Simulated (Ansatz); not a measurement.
# BHO2+ (doublet): from Hartree-Fock to the top rungs, def2-QZVPP

How much of the correlation energy of BHO2+ (doublet) does each wave-function method recover here?

Method: def2-QZVPP, core rule «outside noble gas», up to 3 orbitals frozen; program: Ansatz 0.2.0, Gaussian basis.

To be run: UHF; ROHF; CCSD(T) on UHF.

2 further runs of the same task are left out: 2 set aside as unsound or not needed. Runs told in other sessions of the task aren't counted.

### 1 What is computed

The geometry is a PBE0/def2-TZVP stationary point (not a proven minimum) of the parent state, kept for this charge and spin.

4 atoms, charge 1, spin multiplicity 2.

Atoms are counted from 1 here; the program's logs count them from 0.

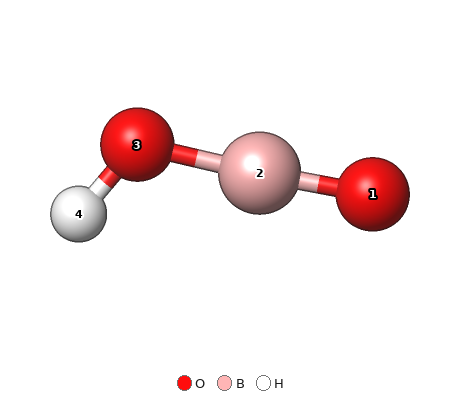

The structure; oxygen red, boron pink, hydrogen white; atoms are numbered from 1 in the order of the file.

In the tables R marks a restricted open-shell determinant and U an unrestricted one; energies count from the table's Hartree-Fock row.

### 2 UHF

in.yaml

```yaml
crystal:
  periodic: [false, false, false]
  atoms:
    - {symbol: O, position_ang: [0.000000, 0.037717, 1.291429]}
    - {symbol: B, position_ang: [0.000000, 0.005237, 0.081329]}
    - {symbol: O, position_ang: [0.000000, -0.087552, -1.237247]}
    - {symbol: H, position_ang: [0.000000, 0.734879, -1.732370]}
basis:
  gaussian: {orbitals: "def2-QZVPP.json"}
total_charge: 1
magnetization: {spin_polarized: true, initial_magnetization: 1}
hamiltonian: {xc: hf}
output: {orbitals: {seedname: orbitals}}
```

Command:

```bash
> ansatz run in.yaml --threads 1 --pin off --events-out ev --progress --plain --max-ram 2393MiB
```

Standard output:

```text
Functional definition: HF
  name "HF"
  cite "Fock, Z. Phys. 61, 126 (1930) doi:10.1007/BF01340294"
  parent pbe
  exchange = exact_x
  correlation = 0
770 factors; their error is unknown
mean field evaluation 1: about -4750.2078 eV, gradient 3.8e1 eV
mean field evaluation 2: about -4753.9750 eV, gradient 2.2e1 eV
mean field evaluation 4: about -4755.7580 eV, gradient 1.6e0 eV
mean field evaluation 8: about -4755.8372 eV, gradient 1.7e-1 eV
mean field evaluation 16: about -4750.2319 eV, gradient 3.8e1 eV
mean field evaluation 32: about -4755.7964 eV, gradient 1.7e-1 eV
mean field evaluation 64: about -4755.6174 eV, gradient 3.2e0 eV
mean field evaluation 96: about -4755.7916 eV, gradient 1.2e0 eV
mean field -4755.86050975 eV, -174.7746500952 hartree, gradient 3.6e-6 eV, S^2 0.760018; 3 other end points of the search recorded, 0 dependent functions left out
reference -4755.86050975 eV, -174.7746500952 hartree; 11, 10 occupied and 190, 191 virtual orbitals, 770 factors
Total energy: -4755.86050975 eV, -174.7746500952 hartree
```

Run time: 12 s. Hardware: 1 thread of Arm Neoverse V1, shared host; peak memory 0.38 GiB.

From the report: ⟨S²⟩ of the determinant 0.760 (pure doublet: 0.75).

### 3 ROHF

in.yaml: that of step 2 with these lines changed.

```diff
@@ -10,3 +10,3 @@
 total_charge: 1
-magnetization: {spin_polarized: true, initial_magnetization: 1}
+magnetization: {spin_polarized: false, initial_magnetization: 1}
 hamiltonian: {xc: hf}
```

Same command.

Standard output:

```text
Functional definition: HF
  name "HF"
  cite "Fock, Z. Phys. 61, 126 (1930) doi:10.1007/BF01340294"
  parent pbe
  exchange = exact_x
  correlation = 0
770 factors; their error is unknown
mean field evaluation 1: about -4750.1869 eV, gradient 5.2e1 eV
mean field evaluation 2: about -4753.6791 eV, gradient 3.2e1 eV
mean field evaluation 4: about -4755.6888 eV, gradient 1.8e0 eV
mean field evaluation 8: about -4755.7058 eV, gradient 1.4e-1 eV
mean field evaluation 16: about -4755.7286 eV, gradient 4.3e-3 eV
mean field evaluation 32: about -4755.6675 eV, gradient 1.7e-1 eV
mean field evaluation 64: about -4755.5530 eV, gradient 3.1e0 eV
mean field evaluation 96: about -4755.7052 eV, gradient 3.6e-1 eV
mean field -4755.72862004 eV, -174.7698032377 hartree, gradient 7.2e-6 eV, S^2 0.750000; 3 other end points of the search recorded, 0 dependent functions left out
reference -4755.72862004 eV, -174.7698032377 hartree; 11, 10 occupied and 190, 191 virtual orbitals, 770 factors
Total energy: -4755.72862004 eV, -174.7698032377 hartree
```

Run time: 10 s. Hardware: 1 thread of Arm Neoverse V1, shared host; peak memory 0.38 GiB.

### 4 CCSD(T) on UHF

in.yaml: that of step 3 with these lines changed.

```diff
@@ -10,4 +10,3 @@
 total_charge: 1
-magnetization: {spin_polarized: false, initial_magnetization: 1}
-hamiltonian: {xc: hf}
-output: {orbitals: {seedname: orbitals}}
+magnetization: {spin_polarized: true, initial_magnetization: 1}
+correlation: {method: ccsd_t, electrons: outside_noble_gas}
```

Command:

```bash
> ansatz run in.yaml --threads 4 --pin off --events-out ev --progress --plain --max-ram 9574MiB
```

Standard output, shortened:

```text
Functional definition: HF
  name "HF"
  cite "Fock, Z. Phys. 61, 126 (1930) doi:10.1007/BF01340294"
  parent pbe
[...]
1263 factors; integrals over basis functions are off by at most 1.1e-3 eV
[...]
mean field -4755.86057390 eV, -174.7746524526 hartree, gradient 1.5e-6 eV, S^2 0.760018; 9 other end points of the search recorded, 0 dependent functions left out
determinant -4755.86057390 eV, -174.7746524526 hartree, with singles and doubles -4770.62747244 eV, -175.3173259648 hartree
determinant -4755.70137375 eV, -174.7688019553 hartree, with singles and doubles -4770.36380199 eV, -175.3076362545 hartree
determinant -4753.57261127 eV, -174.6905713770 hartree, with singles and doubles -4768.37162951 eV, -175.2344252660 hartree
determinant -4755.86057390 eV, -174.7746524526 hartree, with singles and doubles -4770.47206603 eV, -175.3116148847 hartree
determinant -4755.70137375 eV, -174.7688019553 hartree, with singles and doubles -4770.19567040 eV, -175.3014575325 hartree
3 core orbitals not correlated: weight in the atoms' cores, before any rotation towards them, 1.000 or more for the frozen orbitals, at most 0.000 for the correlated occupied ones
reference -4755.86057390 eV, -174.7746524526 hartree; 8, 7 occupied and 190, 191 virtual orbitals, 1263 factors
second order -14.25685199 eV of doubles, -0.00000000 eV of singles
cycle   1  -14.61149138 eV  change    7.5e-7 eV  update   2.0e-6
perturbative correction -0.57964190 eV, -0.0213014469 hartree
Total energy: -4771.05170718 eV, -175.3329163038 hartree
```

It took 3.8 min on 4 threads of Arm Neoverse V1, shared host; peak memory 6.5 GiB.

From the report: ⟨S²⟩ of the determinant 0.760 (pure doublet: 0.75); correlation -15.1911 eV; T1 0.031; largest double amplitude 0.05.

### 5 All levels against the top one

No level here is safe as a reference; UCCSD(T) serves as a yardstick only. Rows without a time are mean-field rows or come out of runs for another level: lower rungs of the coupled-cluster runs, or the Hartree-Fock search.

Differences are taken before rounding.

```tsv
method	energy from the lowest ROHF (meV)	from UCCSD(T) (meV)	time
ROHF	0.0	+15323.1	
UHF	-132.0	+15191.1	
UMP2	-14388.8	+934.3	
UCCSD	-14743.4	+579.6	
UCCSD(T)	-15323.1	0	3.8 min
```

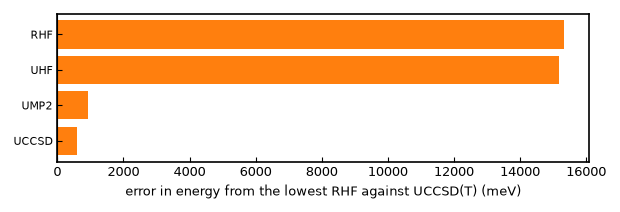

Error of each method against UCCSD(T).

### 6 Summary of results

| quantity | value |
| --- | --- |
| UCCSD(T) from the ROHF energy | -15.3231 eV |
| UMP2 from UCCSD(T) | +934.3 meV |
